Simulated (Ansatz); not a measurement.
The starting structures come from a database of crystals and need not be the phases stable at ambient conditions.

 Where the default PAW files enter, the runs use the earlier of Ansatz's two default sets.

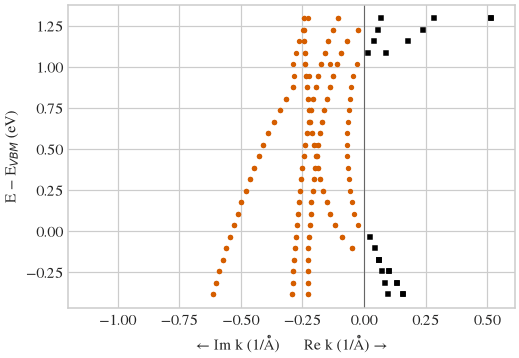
Figure. Complex bands at the centre of the two-dimensional zone; Ansatz (a first-principles code) with PBEsol

The gap is the functional's own, uncorrected, and κ follows it; spin-orbit coupling is left out. Mid-gap values are interpolated between the computed energies.

Task: This is ZnSiAs2 (I-42d, chalcopyrite, not sure to be the ambient phase, 8 atoms a cell, 21.5 Å³ an atom) along the normal of (001). Read off the slowest decay at the centre of the two-dimensional zone at 0.53 eV, the computed energy nearest the middle of the gap.

Result: κ ≈ 0.07 1/Å, a decay length 1/(2κ) of the density of 7.4 Å.
